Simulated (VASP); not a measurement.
Here is the system:

```
CELL_PARAMETERS angstrom
      5.12724     0.00000     0.00000
      0.00000     3.32575     0.00000
      0.00000     0.00000     5.57222
ATOMIC_POSITIONS crystal
  Ni 0.50794 0.25000 0.68890
  Ni 0.00794 0.25000 0.81110
  Ni 0.49206 0.75000 0.31110
  Ni 0.99206 0.75000 0.18890
  Si 0.67932 0.25000 0.08260
  Si 0.17932 0.25000 0.41740
  Si 0.32068 0.75000 0.91740
  Si 0.82068 0.75000 0.58260
```

These are r2SCAN meta-GGA, VASP's PBE PAW potentials (set 64) (plane waves; VASP) values and carry that method's errors. Run with 400 eV cut-off, 7×10×6 Γ-centred mesh, tetrahedra with Blöchl corrections, potentials Ni Si.

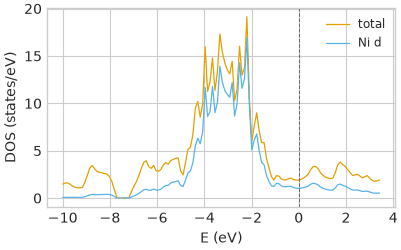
Fig. 1. Total and projected density of states, zero at the Fermi level

Within 2 eV below the Fermi level the largest weight inside VASP's projection spheres is Ni d.

It has no gap at this level: it comes out as a metal or semimetal.

The structure was generated: SiNi was put into the MnP type (Pnma), a phase also known from measurement. It was relaxed first, which changed the volume by -7 %. The run is not spin-polarised, so no magnetic state was tried.
